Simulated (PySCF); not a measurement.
**Geometry relaxation of BSiH₆OF (part 2 of 2)**

BSiH₆OF; RKS PBE0-D4/def2-TZVP, density fitting (PySCF 2.14.0). The geometry is a transition state displaced along its imaginary mode. The reaction was set up to form B1–O6 and F2–H5 and to break B1–F2 and H5–O6 (atoms counted from 1 in the order of the input); sticks are drawn by distance alone.

Geometry of the input (Å):
```
B  -1.4827  0.0499  -0.0580
F  -1.6791  -1.3181  -0.1354
H  -2.1373  0.6620  0.6810
H  -1.3017  0.5512  -1.2080
H  -0.4313  -1.0966  0.3892
O  -0.0519  -0.2781  0.6064
Si 1.4540  0.2489  0.0295
H  2.4608  -0.4503  0.8723
H  1.6045  -0.0856  -1.3880
H  1.5649  1.7167  0.2112
```

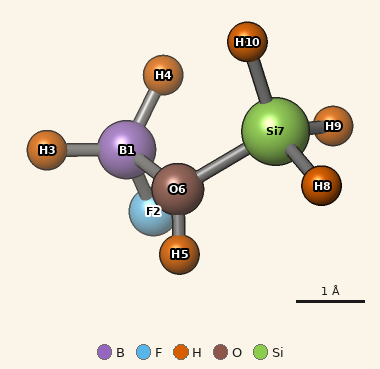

Fig. 1: The geometry at step 23 of the log (ball-and-stick view, seen at a tilt; atoms are numbered from 1 in the order of the input).

**Trajectory as extended XYZ, continued**
```
10
Properties=species:S:1:pos:R:3:forces:R:3 step=12 energy=-13411.02469
B    -1.4807    0.1002   -0.1110    0.0394  -0.0069  -0.0064
F    -2.0524   -1.1149   -0.4071   -0.0236   0.0082  -0.0282
H    -2.0149    0.7339    0.7621   -0.0001  -0.0101  -0.0034
H    -1.0522    0.7129   -1.0729    0.0067  -0.0081   0.0450
H    -0.1047   -1.4003    0.6587    0.0259   0.1507   0.0389
O    -0.0215   -0.4366    0.6305   -0.0378  -0.1316  -0.0248
Si    1.4045    0.2308   -0.0032    0.0004  -0.0548  -0.0143
H     2.5120   -0.3541    0.7902   -0.0020   0.0028  -0.0043
H     1.5427   -0.1274   -1.4306   -0.0008   0.0019  -0.0067
H     1.2849    1.6809    0.2114   -0.0076   0.0481   0.0048
10
Properties=species:S:1:pos:R:3:forces:R:3 step=14 energy=-13411.02883
B    -1.4627    0.1062   -0.0750   -0.0033  -0.0487  -0.0902
F    -2.0498   -1.0862   -0.4385    0.0459   0.0953   0.0314
H    -1.9995    0.7094    0.8182   -0.0110  -0.0269  -0.0045
H    -1.0231    0.7620   -1.0073   -0.0141  -0.0288   0.0707
H    -0.0900   -1.4159    0.6839   -0.0055  -0.0795   0.0358
O    -0.0146   -0.4571    0.6412    0.0011   0.0943  -0.0399
Si    1.3902    0.2233   -0.0309   -0.0225  -0.0045  -0.0026
H     2.5186   -0.3548    0.7370    0.0057  -0.0111  -0.0049
H     1.4967   -0.1299   -1.4623   -0.0035  -0.0036   0.0046
H     1.2657    1.6729    0.1944    0.0073   0.0137  -0.0001
10
Properties=species:S:1:pos:R:3:forces:R:3 step=15 energy=-13411.03231
B    -1.4534    0.1053   -0.0383   -0.0057   0.0621  -0.0317
F    -2.0299   -1.0713   -0.4567   -0.0014   0.0113   0.0134
H    -2.0006    0.6676    0.8790   -0.0050  -0.0480  -0.0596
H    -1.0174    0.8059   -0.9399   -0.0352  -0.0015   0.0461
H    -0.0721   -1.4142    0.7199   -0.0016   0.0466   0.0258
O    -0.0076   -0.4543    0.6452    0.0415  -0.0753   0.0211
Si    1.3787    0.2240   -0.0668    0.0023  -0.0305  -0.0314
H     2.5245   -0.3697    0.6631    0.0044  -0.0136   0.0014
H     1.4413   -0.1257   -1.5023   -0.0086   0.0134   0.0196
H     1.2757    1.6712    0.1757    0.0094   0.0349  -0.0048
10
Properties=species:S:1:pos:R:3:forces:R:3 step=17 energy=-13411.04312
B    -1.4387    0.1210   -0.0011   -0.1269  -0.0115  -0.0374
F    -1.9490   -1.0260   -0.5716    0.0919   0.0848   0.0233
H    -2.0763    0.5527    0.9304    0.0749  -0.0137  -0.0632
H    -0.9941    0.9363   -0.8004   -0.0480  -0.0400   0.0642
H    -0.0617   -1.3725    0.8448    0.0156   0.1599  -0.0003
O    -0.0021   -0.4213    0.6824   -0.0193  -0.1486   0.0168
Si    1.3633    0.1971   -0.1245    0.0214   0.0027  -0.0372
H     2.5145   -0.4791    0.5219    0.0089  -0.0154  -0.0052
H     1.3059   -0.1367   -1.5651   -0.0045   0.0258   0.0563
H     1.3834    1.6478    0.1424   -0.0151  -0.0441  -0.0170
10
Properties=species:S:1:pos:R:3:forces:R:3 step=19 energy=-13411.04047
B    -1.4564    0.1451   -0.0303   -0.0399  -0.0644  -0.1189
F    -1.8265   -0.9903   -0.7365    0.1697   0.4187   0.2343
H    -2.1925    0.4443    0.8901    0.1823  -0.0795  -0.2024
H    -0.9977    1.0659   -0.7128   -0.1634  -0.2560   0.1421
H    -0.0876   -1.2820    0.9748    0.0209   0.0384   0.0183
O    -0.0149   -0.3519    0.7307   -0.1737  -0.0642  -0.0465
Si    1.3680    0.1551   -0.1200    0.1539   0.1721   0.0811
H     2.4899   -0.6411    0.4608   -0.1274   0.1079  -0.0308
H     1.2233   -0.1402   -1.5565   -0.0072  -0.0072  -0.0448
H     1.5184    1.6094    0.1562   -0.0154  -0.2651  -0.0313
10
Properties=species:S:1:pos:R:3:forces:R:3 step=20 energy=-13411.04867
B    -1.4474    0.1451   -0.0103    0.0019  -0.0665  -0.0988
F    -1.8714   -0.9915   -0.6725    0.0759   0.2320   0.1286
H    -2.1293    0.4952    0.9228    0.0179  -0.0548  -0.0789
H    -1.0017    1.0293   -0.7359   -0.0557  -0.1344   0.0940
H    -0.0798   -1.3150    0.9311   -0.0093  -0.0958   0.0439
O    -0.0092   -0.3806    0.7157   -0.0241   0.1134  -0.0916
Si    1.3660    0.1614   -0.1291    0.0042  -0.0024  -0.0022
H     2.5019   -0.5810    0.4781   -0.0386   0.0299  -0.0144
H     1.2451   -0.1540   -1.5668    0.0033  -0.0108   0.0101
H     1.4559    1.6088    0.1318    0.0256  -0.0104   0.0095
10
Properties=species:S:1:pos:R:3:forces:R:3 step=22 energy=-13411.05110
B    -1.4461    0.1569   -0.0269   -0.0262  -0.0316   0.0865
F    -1.8550   -0.9786   -0.6824   -0.0001  -0.0471  -0.0598
H    -2.1514    0.4976    0.8881    0.0217   0.0201   0.0121
H    -0.9971    1.0303   -0.7441    0.0230   0.0598  -0.0391
H    -0.0936   -1.2835    0.9600   -0.0006  -0.0060   0.0358
O    -0.0156   -0.3539    0.7194   -0.0787  -0.0107   0.0050
Si    1.3710    0.1477   -0.1247    0.0409   0.0990   0.0268
H     2.4810   -0.6127    0.4963    0.0347  -0.0105   0.0175
H     1.2492   -0.1878   -1.5532   -0.0066  -0.0099  -0.0754
H     1.5049    1.5979    0.1192   -0.0069  -0.0622  -0.0092
10
Properties=species:S:1:pos:R:3:forces:R:3 step=23 energy=-13411.05004
B    -1.4381    0.1617    0.0140    0.0260  -0.0126  -0.0708
F    -1.8537   -0.9591   -0.6746    0.0285   0.1473   0.0845
H    -2.1260    0.4915    0.9480   -0.0100  -0.0507  -0.0422
H    -0.9966    1.0642   -0.6890   -0.0316  -0.1115   0.0608
H    -0.0766   -1.2911    0.9771   -0.0099  -0.1187   0.0467
O    -0.0043   -0.3649    0.7310    0.1103   0.1770  -0.1499
Si    1.3637    0.1425   -0.1580   -0.0527  -0.1276  -0.0391
H     2.5027   -0.6206    0.4261   -0.0955   0.0521  -0.0360
H     1.1944   -0.1841   -1.5950    0.0169   0.0180   0.1339
H     1.4965    1.5868    0.0899    0.0184   0.0265   0.0125
10
Properties=species:S:1:pos:R:3:forces:R:3 step=25 energy=-13411.05225
B    -1.4392    0.1718   -0.0103   -0.0267  -0.0166   0.0896
F    -1.8405   -0.9511   -0.6905   -0.0235  -0.0834  -0.0751
H    -2.1519    0.4931    0.9059    0.0190   0.0171   0.0243
H    -0.9932    1.0598   -0.7087    0.0332   0.0925  -0.0597
H    -0.0941   -1.2622    0.9956    0.0067   0.0294   0.0193
O    -0.0125   -0.3399    0.7273    0.0010  -0.0429   0.0159
Si    1.3722    0.1314   -0.1439    0.0259   0.0361  -0.0112
H     2.4827   -0.6534    0.4564   -0.0376   0.0243  -0.0110
H     1.2099   -0.2047   -1.5739    0.0131   0.0209   0.0303
H     1.5424    1.5787    0.1004   -0.0105  -0.0771  -0.0220
10
Properties=species:S:1:pos:R:3:forces:R:3 step=27 energy=-13411.05391
B    -1.4343    0.1790   -0.0033    0.0054  -0.0038  -0.0154
F    -1.8304   -0.9308   -0.7141    0.0019   0.0296   0.0064
H    -2.1477    0.4822    0.9192    0.0019  -0.0069  -0.0034
H    -0.9863    1.0899   -0.6828   -0.0086  -0.0281   0.0144
H    -0.0929   -1.2584    1.0185    0.0122   0.0844  -0.0126
O    -0.0110   -0.3413    0.7300   -0.0290  -0.0824   0.0195
Si    1.3701    0.1218   -0.1502    0.0144   0.0160   0.0030
H     2.4770   -0.6640    0.4502   -0.0031   0.0029  -0.0003
H     1.2037   -0.2155   -1.5768   -0.0001  -0.0003  -0.0100
H     1.5453    1.5662    0.0849    0.0048  -0.0118  -0.0014
10
Properties=species:S:1:pos:R:3:forces:R:3 step=28 energy=-13411.05430
B    -1.4319    0.1871   -0.0003   -0.0039  -0.0170  -0.0256
F    -1.8199   -0.9120   -0.7337    0.0123   0.0488   0.0318
H    -2.1531    0.4726    0.9224    0.0032  -0.0077  -0.0149
H    -0.9818    1.1097   -0.6627   -0.0118  -0.0283   0.0165
H    -0.0948   -1.2450    1.0410    0.0047   0.0338  -0.0007
O    -0.0126   -0.3346    0.7354   -0.0061  -0.0294  -0.0142
Si    1.3693    0.1110   -0.1551   -0.0070   0.0036   0.0101
H     2.4684   -0.6873    0.4415    0.0067  -0.0044   0.0013
H     1.1896   -0.2264   -1.5800   -0.0011  -0.0020  -0.0076
H     1.5658    1.5527    0.0754    0.0022   0.0020   0.0031
10
Properties=species:S:1:pos:R:3:forces:R:3 step=30 energy=-13411.05458
B    -1.4342    0.1934    0.0001   -0.0053  -0.0023  -0.0078
F    -1.8210   -0.8960   -0.7454   -0.0051  -0.0023   0.0017
H    -2.1576    0.4679    0.9237   -0.0005  -0.0006   0.0029
H    -0.9845    1.1216   -0.6513    0.0038   0.0056  -0.0002
H    -0.1004   -1.2368    1.0529    0.0009   0.0092   0.0034
O    -0.0164   -0.3328    0.7312   -0.0064  -0.0163   0.0075
Si    1.3690    0.0998   -0.1582    0.0139   0.0005  -0.0045
H     2.4599   -0.7161    0.4317   -0.0054   0.0029  -0.0032
H     1.1804   -0.2277   -1.5847    0.0033   0.0018  -0.0002
H     1.5856    1.5377    0.0796    0.0001   0.0009   0.0000
10
Properties=species:S:1:pos:R:3:forces:R:3 step=31 energy=-13411.05462
B    -1.4366    0.1939   -0.0009    0.0006   0.0085   0.0008
F    -1.8246   -0.8925   -0.7491   -0.0063  -0.0113  -0.0065
H    -2.1595    0.4659    0.9239    0.0001   0.0011   0.0030
H    -0.9857    1.1240   -0.6492    0.0016   0.0019   0.0004
H    -0.1027   -1.2372    1.0546    0.0004   0.0032   0.0032
O    -0.0185   -0.3347    0.7289   -0.0030  -0.0078   0.0018
Si    1.3682    0.0965   -0.1592    0.0051   0.0042   0.0018
H     2.4565   -0.7233    0.4292   -0.0006   0.0001  -0.0011
H     1.1795   -0.2271   -1.5864    0.0018   0.0014  -0.0025
H     1.5885    1.5335    0.0820   -0.0006  -0.0020  -0.0013
10
Properties=species:S:1:pos:R:3:forces:R:3 step=33 energy=-13411.05465
B    -1.4425    0.1918   -0.0026    0.0027   0.0013   0.0000
F    -1.8376   -0.8907   -0.7530    0.0000  -0.0003  -0.0011
H    -2.1607    0.4633    0.9261   -0.0021   0.0011   0.0018
H    -0.9899    1.1227   -0.6487   -0.0007  -0.0026   0.0004
H    -0.1069   -1.2447    1.0503    0.0001   0.0021  -0.0012
O    -0.0235   -0.3436    0.7212   -0.0002  -0.0018  -0.0007
Si    1.3652    0.0929   -0.1610   -0.0016   0.0024  -0.0012
H     2.4516   -0.7316    0.4237    0.0013  -0.0011   0.0008
H     1.1797   -0.2202   -1.5912    0.0000   0.0002   0.0011
H     1.5861    1.5281    0.0897   -0.0005  -0.0017  -0.0004
```

**Key numbers**

```csv
quantity,value
outcome,converged
total energy,−13411.0547 eV
largest force (length of the vector) at the end,0.003 eV/Å
hardware,"4 threads of Arm Neoverse V1, 23 GiB of memory available, shared host"
wall time,7.7 min (CPU time 26 min)
peak memory,1.6 GiB
```
